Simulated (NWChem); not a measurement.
# One shape, several levels: CH5BrOSi (SMILES C[SiH](O)Br)

We compute a comparison of 4 runs (HF/STO-3G, HF/3-21G, B3LYP/6-31G*) of CH5BrOSi. 

The results are computed with NWChem 7.3.0.

### Step 1. The structure to begin with

CH5BrOSi: 9 atoms, total charge 0, spin state singlet. SMILES: `C[SiH](O)Br`. The shape is that of a PBE0-D4/def2-TZVP optimisation. This is one conformer, not always the lowest.

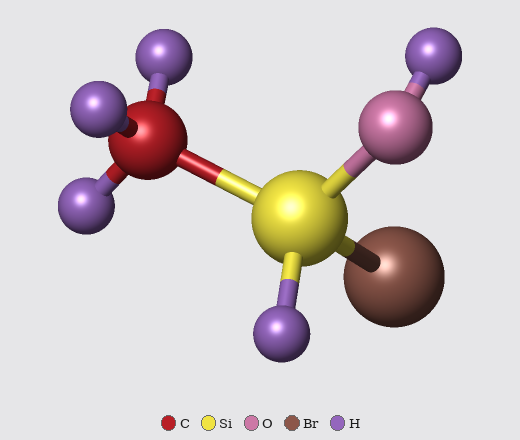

Viewed from a chosen angle; carbon red, silicon yellow, oxygen pink, bromine brown, hydrogen purple.

### Step 2. Energy and forces at HF/STO-3G (run 1)

File run.py:

```python
from ase import Atoms
from ase.calculators.nwchem import NWChem

molecule = Atoms(['C', 'Si', 'O', 'Br', 'H', 'H', 'H', 'H', 'H'], positions=[
    [-0.516100, 1.011300, -0.365300],
    [-0.062800, -0.654100, 0.307500],
    [1.369200, -0.668200, 1.099800],
    [0.017000, -2.077700, -1.414100],
    [-1.493800, 0.972500, -0.851000],
    [-0.558500, 1.742900, 0.446100],
    [0.215100, 1.350700, -1.102500],
    [-1.054900, -1.172500, 1.270800],
    [2.173300, -0.551300, 0.591600],
])

calc = NWChem(
    label='job',
    theory='scf',
    memory='2200 mb',
    basis='STO-3G',
    basispar='spherical bse',
    scf={'nopen': '0', 'rhf': None, 'thresh': '1e-08', 'maxiter': '80'},
)
molecule.calc = calc

forces = molecule.get_forces()
print("Total energy (eV):", round(molecule.get_potential_energy(), 6))
print("forces (eV/A):")
for s, f in zip(molecule.symbols, forces):
    print(f"{s:2s} {f[0]:10.5f} {f[1]:10.5f} {f[2]:10.5f}")
print("dipole (e A):", molecule.get_dipole_moment().round(4))
```

Launch:

```sh
$ export ASE_NWCHEM_COMMAND="nwchem PREFIX.nwi > PREFIX.nwo"
$ python run.py
```

The log of the run:

```text
Total energy (eV): -80124.186756
forces (eV/A):
C    -0.12506    0.39626   -0.07574
Si   -1.22117   -1.11113   -0.06212
O    -0.42233   -0.28647    1.81839
Br   -0.01733    0.25613    0.33018
H     0.42341    0.11287    0.22240
H    -0.01856   -0.22862   -0.45113
H    -0.34988   -0.05595    0.33028
H     0.94231    0.63789   -0.92092
H     0.78866    0.27896   -1.19140
dipole (e A): [0.0244 0.438  0.1306]
```

The calculator wrote job.nwi:

```
title "job"

permanent_dir job

scratch_dir job

start job

geometry units angstrom nocenter noautosym noautoz
  C  -5.1610000000000000e-01 1.0113000000000001e+00 -3.6530000000000001e-01
  Si -6.2799999999999995e-02 -6.5410000000000001e-01 3.0750000000000000e-01
  O  1.3692000000000000e+00 -6.6820000000000002e-01 1.0998000000000001e+00
  Br 1.7000000000000001e-02 -2.0777000000000001e+00 -1.4140999999999999e+00
  H  -1.4938000000000000e+00 9.7250000000000003e-01 -8.5099999999999998e-01
  H  -5.5850000000000000e-01 1.7428999999999999e+00 4.4610000000000000e-01
  H  2.1510000000000001e-01 1.3507000000000000e+00 -1.1025000000000000e+00
  H  -1.0548999999999999e+00 -1.1725000000000001e+00 1.2707999999999999e+00
  H  2.1732999999999998e+00 -5.5130000000000001e-01 5.9160000000000001e-01
end

memory 2200 mb

basis spherical bse noprint
   * library STO-3G
end

scf
  nopen 0
  rhf
  thresh 1e-08
  maxiter 80
end

task scf gradient
```

job.nwo:

```text
Northwest Computational Chemistry Package (NWChem) 7.3.0
             --------------------------------------------------------

           Job information
           ---------------

    nwchem branch   = 7.3.0
    use scalapack   = T
    input           = job.nwi
    prefix          = job.
    data base       = job/job.db
    status          = startup
    nproc           =        1

           Memory information
           ------------------

    heap     =     72089596 doubles =      550.0 Mbytes
    stack    =     72089601 doubles =      550.0 Mbytes
    global   =    144179200 doubles =     1100.0 Mbytes (distinct from heap & stack)
    total    =    288358397 doubles =     2200.0 Mbytes
    verify   = yes
    hardfail = no

[... 139 lines left out ...]
 Convergence threshold     :          1.000E-08
[... 12 lines left out ...]
       Final RHF  results
[... 3 lines left out ...]
      One-electron energy =  -4780.147512817846
[... 1 line left out ...]
 Nuclear repulsion energy =    331.871269316561
[... 50 lines left out ...]
                       ROHF Final Molecular Orbital Analysis
[... 211 lines left out ...]
                         RHF ENERGY GRADIENTS

    atom               coordinates                        gradient
                 x          y          z           x          y          z
   1 C      -0.975288   1.911080  -0.690317    0.002432  -0.007706   0.001473
   2 Si     -0.118675  -1.236070   0.581091    0.023748   0.021608   0.001208
   3 O       2.587413  -1.262715   2.078321    0.008213   0.005571  -0.035362
[... 5 lines of this table left out ...]
   9 H       4.106941  -1.041806   1.117962   -0.015337  -0.005425   0.023169

                 ----------------------------------------
                 |  Time  |  1-e(secs)   |  2-e(secs)   |
                 ----------------------------------------
                 |  CPU   |       0.00   |       0.95   |
                 ----------------------------------------
                 |  WALL  |       0.00   |       0.95   |
                 ----------------------------------------

 Task  times  cpu:        3.2s     wall:        3.2s
 Total times  cpu:        3.2s     wall:        3.2s
```

It took 4.2 s on 1 thread of AMD EPYC 9R45 (Zen 5), shared host; peak memory 0.1 GiB.

### Step 3. Energy and gradient at HF/3-21G (run 2)

File ch5brosi.xyz:

```xyz
9
CH5BrOSi hf
C     -0.516100     1.011300    -0.365300
Si    -0.062800    -0.654100     0.307500
O      1.369200    -0.668200     1.099800
Br     0.017000    -2.077700    -1.414100
H     -1.493800     0.972500    -0.851000
H     -0.558500     1.742900     0.446100
H      0.215100     1.350700    -1.102500
H     -1.054900    -1.172500     1.270800
H      2.173300    -0.551300     0.591600
```

File run.py:

```python
from ase.io import read
from ase.calculators.nwchem import NWChem

system = read('ch5brosi.xyz')

calc = NWChem(
    label='ch5brosi',
    theory='scf',
    memory='2200 mb',
    basis='3-21G',
    basispar='spherical bse',
    scf={'nopen': '0', 'rhf': None, 'thresh': '1e-08', 'maxiter': '80'},
)
system.calc = calc

forces = system.get_forces()
print(f"energy = {system.get_potential_energy():.6f} eV")
print("forces (eV/A):")
for s, f in zip(system.symbols, forces):
    print(f"{s:2s} {f[0]:10.5f} {f[1]:10.5f} {f[2]:10.5f}")
print("dipole (e A):", system.get_dipole_moment().round(4))
```

Launch:

```sh
$ export ASE_NWCHEM_COMMAND="nwchem PREFIX.nwi > PREFIX.nwo"
$ python run.py
```

The log of the run:

```text
energy = -80614.941190 eV
forces (eV/A):
C    -0.21021    0.71821   -0.33296
Si   -1.58704    0.15982    1.26246
O     1.02602    0.01825    0.16506
Br    0.05281   -1.03050   -1.28473
H     0.24384    0.09112    0.10979
H    -0.00704   -0.11822   -0.26462
H    -0.22970    0.03831    0.15658
H     0.04803    0.09590   -0.12850
H     0.66329    0.02715    0.31691
dipole (e A): [ 0.086   0.5403 -0.0117]
```

The calculator wrote ch5brosi.nwi:

```
title "ch5brosi"

permanent_dir ch5brosi

scratch_dir ch5brosi

start ch5brosi

geometry units angstrom nocenter noautosym noautoz
  C  -5.1610000000000000e-01 1.0113000000000001e+00 -3.6530000000000001e-01
  Si -6.2799999999999995e-02 -6.5410000000000001e-01 3.0750000000000000e-01
  O  1.3692000000000000e+00 -6.6820000000000002e-01 1.0998000000000001e+00
  Br 1.7000000000000001e-02 -2.0777000000000001e+00 -1.4140999999999999e+00
  H  -1.4938000000000000e+00 9.7250000000000003e-01 -8.5099999999999998e-01
  H  -5.5850000000000000e-01 1.7428999999999999e+00 4.4610000000000000e-01
  H  2.1510000000000001e-01 1.3507000000000000e+00 -1.1025000000000000e+00
  H  -1.0548999999999999e+00 -1.1725000000000001e+00 1.2707999999999999e+00
  H  2.1732999999999998e+00 -5.5130000000000001e-01 5.9160000000000001e-01
end

memory 2200 mb

basis spherical bse noprint
   * library 3-21G
end

scf
  nopen 0
  rhf
  thresh 1e-08
  maxiter 80
end

task scf gradient
```

ch5brosi.nwo:

```text
Northwest Computational Chemistry Package (NWChem) 7.3.0
             --------------------------------------------------------

           Job information
           ---------------

    nwchem branch   = 7.3.0
    use scalapack   = T
    input           = ch5brosi.nwi
    prefix          = ch5brosi.
    data base       = ch5brosi/ch5brosi.db
    status          = startup
    nproc           =        1

           Memory information
           ------------------

    heap     =     72089596 doubles =      550.0 Mbytes
    stack    =     72089601 doubles =      550.0 Mbytes
    global   =    144179200 doubles =     1100.0 Mbytes (distinct from heap & stack)
    total    =    288358397 doubles =     2200.0 Mbytes
    verify   = yes
    hardfail = no

[... 139 lines left out ...]
 Convergence threshold     :          1.000E-08
[... 12 lines left out ...]
       Final RHF  results
[... 3 lines left out ...]
      One-electron energy =  -4788.295891275956
[... 1 line left out ...]
 Nuclear repulsion energy =    331.871269316561
[... 52 lines left out ...]
                       ROHF Final Molecular Orbital Analysis
[... 216 lines left out ...]
                         RHF ENERGY GRADIENTS

    atom               coordinates                        gradient
                 x          y          z           x          y          z
   1 C      -0.975288   1.911080  -0.690317    0.004088  -0.013967   0.006475
   2 Si     -0.118675  -1.236070   0.581091    0.030863  -0.003108  -0.024551
   3 O       2.587413  -1.262715   2.078321   -0.019953  -0.000355  -0.003210
[... 5 lines of this table left out ...]
   9 H       4.106941  -1.041806   1.117962   -0.012899  -0.000528  -0.006163

                 ----------------------------------------
                 |  Time  |  1-e(secs)   |  2-e(secs)   |
                 ----------------------------------------
                 |  CPU   |       0.00   |       1.09   |
                 ----------------------------------------
                 |  WALL  |       0.00   |       1.09   |
                 ----------------------------------------

 Task  times  cpu:        3.5s     wall:        3.5s
 Total times  cpu:        3.5s     wall:        3.5s
```

Run time: 4.5 s. Hardware: 1 thread of AMD EPYC 9R45 (Zen 5), shared host; peak memory 0.1 GiB.

Run 3 isn't shown in full; the table further down has it.

### Step 4. Energy and forces at B3LYP/6-31G(d) (Cartesian functions) (run 4)

File job.nw:

```
start job
title "CH5BrOSi"
memory stack 880 mb heap 220 mb global 1100 mb
geometry units angstroms noautosym nocenter noautoz
  C     -0.516100     1.011300    -0.365300
  Si    -0.062800    -0.654100     0.307500
  O      1.369200    -0.668200     1.099800
  Br     0.017000    -2.077700    -1.414100
  H     -1.493800     0.972500    -0.851000
  H     -0.558500     1.742900     0.446100
  H      0.215100     1.350700    -1.102500
  H     -1.054900    -1.172500     1.270800
  H      2.173300    -0.551300     0.591600
end
basis cartesian
  C library 6-31G*
  Si library 6-31G*
  O library 6-31G*
  Br library 6-31G*
  H library 6-31G*
end
dft
  xc b3lyp
  grid fine
  convergence energy 1e-08
  maxiter 100
  mulliken
  noprint "final vectors analysis"
end
task dft gradient
```

Launch:

```sh
$ nwchem job.nw > job.out
```

The log of the run:

```text
[...]
          Wavefunction type:  closed shell.
          No. of atoms     :     9
          No. of electrons :    68
[...]
          Charge           :     0
          Spin multiplicity:     1
[...]
          AO basis - number of functions:    94
[...]
              XC Information
              --------------
                         B3LYP Method XC Potential
                     Hartree-Fock (Exact) Exchange  0.200
                        Slater Exchange Functional  0.800 local
                    Becke 1988 Exchange Functional  0.720 non-local
              Lee-Yang-Parr Correlation Functional  0.810
                  VWN I RPA Correlation Functional  0.190 local
[...]
 d= 0,ls=0.0,diis     1  -2979.7409033134 -3.31D+03  1.33D-02  1.88D+00     1.9
[...]
 d= 0,ls=0.0,diis    10  -2979.8143364091 -1.12D-09  1.81D-07  7.92D-10    14.0
         Total DFT energy =    -2979.814336409141
      One electron energy =    -4802.676157519335
           Coulomb energy =     1619.211385121738
    Exchange-Corr. energy =     -128.220833328105
 Nuclear repulsion energy =      331.871269316562
[...]
  wavefunction    = closed shell
                         DFT ENERGY GRADIENTS
    atom               coordinates                        gradient
                 x          y          z           x          y          z
   1 C      -0.975288   1.911080  -0.690317    0.001156  -0.002535   0.001322
   2 Si     -0.118675  -1.236070   0.581091    0.008675   0.000663  -0.002159
   3 O       2.587413  -1.262715   2.078321   -0.003814   0.001540  -0.011564
   4 Br      0.032125  -3.926284  -2.672262    0.000179   0.005877   0.006941
   5 H      -2.822873   1.837759  -1.608157    0.001872  -0.000873   0.001082
   6 H      -1.055412   3.293603   0.843007    0.000246  -0.001882  -0.001036
   7 H       0.406480   2.552453  -2.083423   -0.000913  -0.001559   0.001489
   8 H      -1.993472  -2.215704   2.401464    0.000147   0.000045  -0.000463
   9 H       4.106941  -1.041806   1.117962   -0.007548  -0.001275   0.004387
[...]
```

Wall time 23 s (1 thread of AMD EPYC 9R45 (Zen 5), shared host); peak memory 0.13 GiB.

### Step 5. The series

| run | level | iteration cap | module | energy (Eh) | dipole moment (D) | largest force (eV/Å) | wall time |
| --- | --- | --- | --- | --- | --- | --- | --- |
| 1 | HF/STO-3G | 80 | scf | -2944.509577 | 2.20 | 1.889 | 4.2 s |
| 2 | HF/3-21G | 80 | scf | -2962.544470 | 2.63 | 2.034 | 4.5 s |
| 3 | B3LYP/6-31G* (spherical functions) | 100 | dft | -2979.801980 | 2.26 | 0.644 | 31 s |
| 4 | B3LYP/6-31G* (Cartesian functions) | 100 | dft | -2979.814336 | 2.25 | 0.631 | 23 s |

### Step 6. Results

| quantity | value |
| --- | --- |
| run 4: total energy | -2979.81434 Eh |
| run 4: dipole moment | 2.25 D |
| run 4: largest force on an atom | 0.631 eV/Å |

What this shows: The dipole moment (its size) runs from 2.20 D (HF/STO-3G) to 2.63 D (HF/3-21G). In run 1 the basis is minimal, so the values are rough. All runs together took 62 s, the longest 31 s.
